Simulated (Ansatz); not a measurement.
**SrTiO3 (I4/mcm): G0W0 under other settings**

Aim: change settings of a G0W0 run on SrTiO3 (I4/mcm) and see what moves.

Program: Ansatz 0.2.0. Level of theory: G0W0 on PBE, plane waves, PAW; PAW set soft_1. Results are calculated unless marked as measured.

### 1. The starting structure

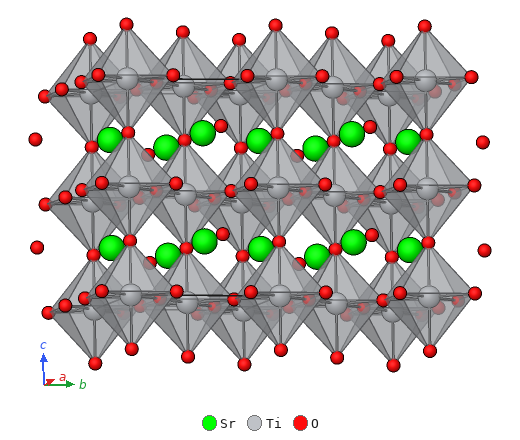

Start, viewed slightly off an axis; strontium green, titanium light grey, oxygen red. 1×2×1 cells are drawn. This picture shows the conventional cell, with its axes. Some periodic images of atoms are drawn too.

The cell and positions come from the Crystallography Open Database and are kept as given unless a step says otherwise.

### 2. The base run: 4×4×4 mesh, 268 empty bands, screening to 100 eV, PAW set soft_1 files

Now the one-shot GW correction: screening in the RPA, then the self-energy of the levels asked for. This step takes PAW set soft_1 files.

File input.yaml:

```yaml
crystal:
  lattice:
    - [-2.7555, 2.7555, 3.898]
    - [2.7555, -2.7555, 3.898]
    - [2.7555, 2.7555, -3.898]
  atoms:
    - { symbol: Sr, position: [0.75, 0.25, 0.5] }
    - { symbol: Sr, position: [0.25, 0.75, 0.5] }
    - { symbol: Ti, position: [0.0, 0.0, 0.0] }
    - { symbol: Ti, position: [0.5, 0.5, 0.0] }
    - { symbol: O, position: [0.25, 0.25, 0.0] }
    - { symbol: O, position: [0.75, 0.75, 0.0] }
    - { symbol: O, position: [0.7451, 0.2451, 0.9902] }
    - { symbol: O, position: [0.2451, 0.2549, 0.5] }
    - { symbol: O, position: [0.2549, 0.7549, 0.0098] }
    - { symbol: O, position: [0.7549, 0.7451, 0.5] }
kpoints:
  mp_grid: { grid: [4, 4, 4] }
hamiltonian:
  xc: pbe
  pseudopotentials: { kind: paw, azcp: { folder: soft_1 } }
scf:
  occupations: { method: fixed }
gw:
  n_empty_bands: 268
  ecut_chi: 100
  qp_bands: [v3, c3]
  qp_kpoints: band_edges
  screening: { model: contour_deformation }
```

On the command line:

```
$ ansatz run input.yaml --threads 2 --pin off --max-ram 73728MiB --backend cuda --events-out ev --progress --plain --runs-dir out --devices 1 --max-vram 13GiB
```

Numbers of over 12 decimals in the logs are rounded to 6 here.

Output:

```text
GPUs: using 1 of 1 available (devices: 1).
Engine: ansatz 0.2.0, x86_64-unknown-linux-gnu
Pseudopotentials: kind: paw
Pseudopotential: Sr, paw, valence charge 10, recommended cutoff 420 eV (normal), soft_1/Sr.paw.azcp
Pseudopotential: Ti, paw, valence charge 12, recommended cutoff 420 eV (normal), soft_1/Ti.paw.azcp
Pseudopotential: O, paw, valence charge 6, recommended cutoff 420 eV (normal), soft_1/O.paw.azcp
Functional definition: PBE
  parameter kappa = 0.804
  parameter beta = 0.066725
  exchange = pbe_x(kappa = kappa, mu = beta*pi^2/3)
  correlation = pbe_c(beta = beta)
device memory: the entry about to start is reckoned to put 1.9 GiB on a device that reports 64.6 GiB free (of which the cap on the GPU budget leaves the run 13.0 GiB)
GPU FFT provider: cuFFT
GPU libraries: cuBLAS 13.8.2, cuFFT 12.4.0, cuSOLVER 12.3.4
Crystal: 10 atoms, lattice volume = 118.387 Å³
Basis set: ecut = 420 eV, 2277 PW (Γ)
Bands: 50, of which v1, the nominal top of the filled ones, is band 40 counted from 1 (39 counted from 0)
Symmetry: 16 space group operations
Space group: I4/mcm (ITA 140), of the structure as read, at distance tolerance 4.9e-5 Å
k-points: 13 of 64
Non-local potential: Sr, projectors of the file, l = 0: 3, l = 1: 2, l = 2: 2
Non-local potential: Ti, projectors of the file, l = 0: 3, l = 1: 2, l = 2: 3, l = 3: 1
Non-local potential: O, projectors of the file, l = 0: 2, l = 1: 2, l = 2: 1
PAW form: soft (Blöchl's): semilocal exchange-correlation on the pseudo side does not see the compensation charge
PAW one-centre angular grid: Sr, 110 points (default); XC on 64 Gauss nodes
PAW one-centre angular grid: Ti, 590 points (default); XC on 64 Gauss nodes
PAW one-centre angular grid: O, 110 points (default); XC on 64 Gauss nodes
Initial density: superposition of atomic densities (chi_scale 0.1, normalization cell, long waves kept (reshape's long-wave potential 0.00 eV rms))
Initial wavefunctions: pseudopotential atomic-orbital guess
GPU buffer pool allocated for 64000 grid points (all kernels)
GPU transforms: local potential and band sums: pruned to the plane-wave sphere, on 40×40×40
Functional: x = pbe(κ = 0.804, μ = 0.219515), c = pbe(β = 0.066725)
SCF iter   1: F=—  HF=-15509.246466 eV  |F-HF|=—  |Δ(HF+E_count)|=         —  Δρ=4.98e-2  dr2=2.85e0  ethr=3.10e-3  ⟨swp⟩=4.8  Hψ=2375  notcnv=0  defer=69
preconditioner: auto → Resta (q_TF=auto, 2.556 Å⁻¹)  ε∞=5.2  [insulator: Δε(μ)=2.242 eV  Ē_g=12.882 eV  n_scr=26 (ndim 8)  ℏωp=26.4 eV  f_vac=0.000  ε∞_Penn≈5.2]
SCF iter   2: F=—  HF=-15508.985245 eV  |F-HF|=—  |Δ(HF+E_count)|=   2.61e-1  Δρ=2.76e-2  dr2=7.77e-1  ethr=3.10e-3  ⟨swp⟩=2.7  Hψ=873  notcnv=0  defer=52
[...]
E_xc         = -1021.393177
  E_vxc        = -1162.197201  (∫ρ·V_xc dr)
  E_paw        = -8436.224514  (= ΣΔE_a)
  E_vpaw       = -684.517664  (= ΣTr[D̂ρ^β])
  E_aug_tail   = 0.004540  (compensation charges beyond the density's cutoff)
  E_ewald      = -5794.463639
  E_smearing   = -0.000000  (= −TS)
  E_closure    = 0.000000  (closes the sum)
  Σ components = -15508.973477   (vs F -15508.973477, Δ=0.00e0)
--- Band table (eV; the first three rows and the last of 13) ---
  k-point 0: bands = [... 36 lower, 9.7118, 10.0374, 10.0434, 10.0434, 11.9490, 11.9490, 11.9497, 14.4103, ... 6 higher]
  k-point 1: bands = [... 36 lower, 9.3774, 9.4677, 9.4679, 10.0005, 12.0301, 13.0123, 13.0135, 14.1703, ... 6 higher]
  k-point 2: bands = [... 36 lower, 8.4918, 9.3325, 9.3328, 9.9577, 12.1155, 13.8811, 13.8818, 13.8886, ... 6 higher]
  k-point 12: bands = [... 36 lower, 8.4873, 9.3349, 9.3349, 9.9569, 12.1170, 13.8647, 13.8647, 13.9100, ... 6 higher]
--- G₀W₀: contour deformation, 6 samples at zero and on the imaginary axis and 2 off it, 64 q-points, 268 empty bands' worth ---
  eigenvalues of the whole cell's RPA ε∞ on this k-mesh (on a slab, of 1 + 4πα/V) = 6.1862, 6.1862, 6.1868; static W/v taken at q = 0 is 0.161645
  bands read: the sum over 308 bands ends inside a degenerate multiplet in 1 slot, whose members it reads at an even weight; the widest, k=8: bands 308 to 309 (counted from 1) at 1/2 each
  gw.qp_kpoints: band_edges: 11 of 13 stored k-points solved, in 1 pass; an edge of the gap read off the rows below is read off those points alone
    valence top: of the k-points left out ik 10 came nearest to being solved in a further pass, in band 40 (counted from 1, as in the quasiparticle table): it holds the edge there only if its correction is more favourable than any solved in that band by at least 0.522 eV; those differ by 0.070 eV
    conduction bottom: of the k-points left out ik 10 came nearest to being solved in a further pass, in band 41 (counted from 1, as in the quasiparticle table): it holds the edge there only if its correction is more favourable than any solved in that band by at least 1.021 eV; those differ by 0.077 eV
    ik  band        ε_KS         Σx   Σc(E_QP)       V_xc       Z   E_QP_lin       E_QP  E_QP is
     0    38     10.0374   -26.0717     4.8523   -21.0095  0.7233     9.8267     9.8276  root
     0    39     10.0434   -26.0828     4.8509   -21.0235  0.7233     9.8341     9.8350  root
     0    40     10.0434   -26.0828     4.8509   -21.0235  0.7233     9.8341     9.8350  root
     0    41     11.9490   -12.6561    -6.2950   -20.2897  0.7429    13.3251    13.2876  root
     0    42     11.9490   -12.6561    -6.2950   -20.2897  0.7429    13.3251    13.2876  root
     0    43     11.9497   -12.6515    -6.3002   -20.2911  0.7429    13.3266    13.2891  root
     1    38      9.4677   -26.1181     4.6186   -21.2874  0.7304     9.2547     9.2556  root
     1    39      9.4679   -26.1193     4.6185   -21.2885  0.7304     9.2547     9.2555  root
[...]
12    40      9.9569   -25.9047     4.8459   -20.8381  0.7227     9.7352     9.7362  root
    12    41     12.1170   -12.9738    -6.5329   -20.8948  0.7363    13.5484    13.5052  root
    12    42     13.8647   -14.8392    -6.9334   -23.2043  0.6958    15.3666    15.2965  root
    12    43     13.8647   -14.8392    -6.9334   -23.2043  0.6958    15.3666    15.2965  root
[key lines of the parts left out:]
SCF converged after 10 iterations
Free energy (F): -15508.973477 eV
Fermi energy:    10.043385 eV
```

Elapsed: 23 s, on 1 × NVIDIA H100 80GB HBM3 (shared by 6 runs) with 2 threads of AMD EPYC 7R13 (Zen 3), shared host; peak memory 1.4 GiB.

The column dr2 measures how far the density is from self-consistency, as an energy; F and HF (Harris–Foulkes) agree once it is small.

Numbers from this step:

| Item | Value |
| --- | --- |
| bands summed | 308 |
| RPA ε∞ on this mesh (eigenvalues) | 6.186, 6.186, 6.187 |
| plane waves in the screening matrix | 283 |
| q-points in the mesh | 64 |
| G0W0 gap on the mesh | 3.453 eV |
| k of the valence top | 0, 0, 0 |
| k of the conduction bottom | 0, 0, 0 |
| starting gap on the mesh | 1.906 eV |
| Z at the valence top | 0.7233 |
| Z at the conduction bottom | 0.7429 |
| least direct G0W0 gap on the computed points | 3.453 eV |

The gap on the mesh goes from 1.91 eV to 3.45 eV, a correction of +1.55 eV. Between the two edge states, bare exchange in place of the xc potential would open the gap by 12.69 eV, and correlation takes back 11.15 eV.

### 3. Variant: all filled levels at the zone centre

input.yaml: that of step 2 with these lines changed.

```diff
@@ -26,4 +26,4 @@
   ecut_chi: 100
-  qp_bands: [v3, c3]
-  qp_kpoints: band_edges
+  qp_bands: [lowest, c2]
+  qp_kpoints: [[0, 0, 0]]
   screening: { model: contour_deformation }
```

Output:

```text
GPUs: using 1 of 1 available (devices: 1).
[...]
GPU FFT provider: cuFFT
GPU libraries: cuBLAS 13.8.2, cuFFT 12.4.0, cuSOLVER 12.3.4
Crystal: 10 atoms, lattice volume = 118.387 Å³
Basis set: ecut = 420 eV, 2277 PW (Γ)
Bands: 50, of which v1, the nominal top of the filled ones, is band 40 counted from 1 (39 counted from 0)
[... 1 set-up line as in the run before ...]
[...]
k-points: 13 of 64
[...]
GPU buffer pool allocated for 64000 grid points (all kernels)
[...]
SCF iter   1: F=—  HF=-15509.246466 eV  |F-HF|=—  |Δ(HF+E_count)|=         —  Δρ=4.98e-2  dr2=2.85e0  ethr=3.10e-3  ⟨swp⟩=4.8  Hψ=2375  notcnv=0  defer=69
[...]
SCF iter  10: F=-15508.973477 eV  HF=-15508.973477 eV  |F-HF|=9.86e-10  |Δ(HF+E_count)|=   4.44e-8  Δρ=2.51e-6  dr2=5.85e-9  ethr=1.25e-10  ⟨swp⟩=14.2  Hψ=3135  notcnv=0
SCF 1 converged in 10 iterations: F = -15508.973477 eV  dr2 = 5.85e-9
[...]
NSCF: frozen V_eff on 13 k-points
[...]
G₀W₀ screening: q 1/13
[... further progress lines ...]
[...]
SCF converged after 10 iterations
Free energy (F): -15508.973477 eV
[...]
Internal energy: -15508.973477 eV  (E = F + TS)
E sigma→0 (E₀):  -15508.973477 eV
Fermi energy:    10.043385 eV
[...]
--- Band table (eV; the first three rows and the last of 13) ---
  k-point 0: bands = [... 36 lower, 9.7118, 10.0374, 10.0434, 10.0434, 11.9490, 11.9490, 11.9497, 14.4103, ... 6 higher]
  k-point 1: bands = [... 36 lower, 9.3774, 9.4677, 9.4679, 10.0005, 12.0301, 13.0123, 13.0135, 14.1703, ... 6 higher]
[...]
0     5    -22.6549   -39.2572     9.7691   -28.6648  0.5951   -23.4932   -23.4783  root ?
     0     6    -22.6421   -35.9388    10.4740   -24.3976  0.6232   -23.7513   -23.7093  root
     0     7    -22.5907   -39.3289     9.6608   -28.7904  0.5988   -23.4860   -23.4684  root ?
     0     8    -22.5906   -39.3292     9.6613   -28.7904  0.5987   -23.4855   -23.4680  root ?
     0     9    -22.5906   -39.3292     9.6613   -28.7904  0.5987   -23.4855   -23.4680  root ?
     0    10    -22.5789   -36.0298    10.4378   -24.5206  0.6304   -23.6978   -23.6503  root
[...]
0    14     -6.0275   -33.7011    10.1476   -22.5046  0.6570    -7.1029    -7.0764  root
     0    15     -6.0275   -33.7011    10.1476   -22.5046  0.6570    -7.1029    -7.0764  root
     0    16     -6.0261   -33.7091    10.1542   -22.5074  0.6570    -7.1005    -7.0737  root
[...]
0    19     -4.9043   -27.3356     4.7875   -20.6130  0.8143    -6.9688    -6.8394  root ?
     0    20     -4.6397   -27.6909     4.6843   -21.1227  0.8006    -6.6356    -6.5236  root ?
     0    21     -4.6378   -27.7003     4.6894   -21.1282  0.8003    -6.6317    -6.5205  root ?
     0    22     -4.6378   -27.7003     4.6894   -21.1282  0.8003    -6.6317    -6.5205  root ?
     0    23      5.4197   -25.1327     5.9433   -18.7100  0.6655     4.9336     4.9401  root
     0    24      5.8640   -25.9681     5.1767   -20.6700  0.6753     5.7422     5.7426  root
     0    25      5.8653   -25.9686     5.1758   -20.6712  0.6753     5.7433     5.7437  root
[...]
0    39     10.0434   -26.0828     4.8509   -21.0235  0.7233     9.8341     9.8350  root
     0    40     10.0434   -26.0828     4.8509   -21.0235  0.7233     9.8341     9.8350  root
     0    41     11.9490   -12.6561    -6.2950   -20.2897  0.7429    13.3251    13.2876  root
     0    42     11.9490   -12.6561    -6.2950   -20.2897  0.7429    13.3251    13.2876  root
```

Elapsed: 36 s, on 1 × NVIDIA H100 80GB HBM3 (shared by 6 runs) with 2 threads; peak memory 1.4 GiB; 53 s of CPU time.

Absolute levels on the run's own zero. QP, by row, the first 40 of 42 rows:

```
k index  band  KS (eV)  Sigma_x (eV)  Sigma_c (eV)  Vxc (eV)       Z  QP linearised (eV)  QP (eV)  source                        doubts
      0     1   -46.32        -47.87         15.49    -31.11  0.5728              -47.64   -47.58    root                 z_under_floor
      0     2   -46.31        -47.87          15.5    -31.12  0.5727              -47.62   -47.56    root                 z_under_floor
      0     3   -22.65        -39.26         9.769    -28.66  0.5951              -23.49   -23.48    root                 z_under_floor
      0     4   -22.65        -39.26         9.769    -28.66  0.5951              -23.49   -23.48    root                 z_under_floor
      0     5   -22.65        -39.26         9.769    -28.66  0.5951              -23.49   -23.48    root                 z_under_floor
      0     6   -22.64        -35.94         10.47     -24.4  0.6232              -23.75   -23.71    root                              
      0     7   -22.59        -39.33         9.661    -28.79  0.5988              -23.49   -23.47    root                 z_under_floor
      0     8   -22.59        -39.33         9.661    -28.79  0.5987              -23.49   -23.47    root                 z_under_floor
      0     9   -22.59        -39.33         9.661    -28.79  0.5987              -23.49   -23.47    root                 z_under_floor
      0    10   -22.58        -36.03         10.44    -24.52  0.6304               -23.7   -23.65    root                              
      0    11   -7.383        -32.75         10.85    -21.11   0.575              -8.179   -8.167    root                 z_under_floor
      0    12   -6.408        -33.46         10.57    -22.04  0.5884              -7.297   -7.263    root                 z_under_floor
      0    13   -6.402        -33.49         10.58    -22.05  0.5881              -7.288   -7.253    root                 z_under_floor
      0    14   -6.027         -33.7         10.15     -22.5   0.657              -7.103   -7.076    root                              
      0    15   -6.027         -33.7         10.15     -22.5   0.657              -7.103   -7.076    root                              
      0    16   -6.026        -33.71         10.15    -22.51   0.657              -7.101   -7.074    root                              
      0    17   -4.913         -27.3         4.761     -20.6  0.8149              -6.984   -6.858    root  energies_apart,sigma_c_rises
      0    18   -4.913         -27.3         4.761     -20.6  0.8149              -6.984   -6.858    root  energies_apart,sigma_c_rises
      0    19   -4.904        -27.34         4.787    -20.61  0.8143              -6.969   -6.839    root  energies_apart,sigma_c_rises
      0    20    -4.64        -27.69         4.684    -21.12  0.8006              -6.636   -6.524    root                energies_apart
      0    21   -4.638         -27.7         4.689    -21.13  0.8003              -6.632   -6.521    root                energies_apart
      0    22   -4.638         -27.7         4.689    -21.13  0.8003              -6.632   -6.521    root                energies_apart
      0    23     5.42        -25.13         5.943    -18.71  0.6655               4.934     4.94    root                              
      0    24    5.864        -25.97         5.177    -20.67  0.6753               5.742    5.743    root                              
      0    25    5.865        -25.97         5.176    -20.67  0.6753               5.743    5.744    root                              
      0    26    6.311        -23.88         5.219    -18.36  0.6268               5.997    6.001    root                              
      0    27    6.312        -23.88         5.218    -18.36  0.6269               5.998    6.002    root                              
      0    28    6.312        -23.88         5.218    -18.36  0.6269               5.998    6.002    root                              
      0    29    7.232        -25.34         5.341    -19.56  0.6901               6.787    6.795    root                              
      0    30    7.233        -25.33         5.341    -19.56  0.6902               6.789    6.796    root                              
      0    31    7.233        -25.33         5.341    -19.56  0.6902               6.789    6.796    root                              
      0    32    8.868        -24.96         4.936    -19.71  0.7107               8.543    8.546    root                              
      0    33     8.87        -24.97         4.936    -19.71  0.7107               8.545    8.548    root                              
      0    34     8.87        -24.97         4.936    -19.71  0.7107               8.545    8.548    root                              
      0    35    9.712        -26.37         4.634    -21.54  0.7324               9.518    9.518    root                              
      0    36    9.712        -26.37         4.634    -21.54  0.7324               9.518    9.519    root                              
      0    37    9.712        -26.37         4.634    -21.54  0.7324               9.518    9.519    root                              
      0    38    10.04        -26.07         4.852    -21.01  0.7233               9.827    9.828    root                              
      0    39    10.04        -26.08         4.851    -21.02  0.7233               9.834    9.835    root                              
      0    40    10.04        -26.08         4.851    -21.02  0.7233               9.834    9.835    root
```

Against the base:

```
     setting        base       variant
levels asked    v3 to c3  lowest to c2
points asked  band edges   [[0, 0, 0]]
```

### 4. Results

```
base                                 : 3.45 eV, 23 s
all filled levels at the zone centre : direct gap at the listed points 3.45 eV, 36 s
```

**Reading.** All filled levels at the zone centre: only the listed points were computed; the least direct gap there is 3.45 eV, with levels asked and points asked changed against the base. All runs here use a coarse mesh and modest cutoffs; they test settings and are not final values. The many-body steps are scalar-relativistic: spin-orbit coupling is not in them.

[Paths, hosts, dates, memory and timing lines, banners, echoed tables and standing remarks are left out of the program output.]

[Logs are printed without paths, hosts, clocks, repeated set-up lines and the standing remarks that a program may print on its own settings, such as how far it seeks lower states.]

[Runs of the session that timed out or met a known fault of the program may be left out.]

[Cells called generated may have been cut or substituted from an entry of the Crystallography Open Database or the Materials Project.]

[Hosts, paths, dates, database ids (printed as entryN), source tags and the programs' standing remarks are cut or masked in the printed files.]
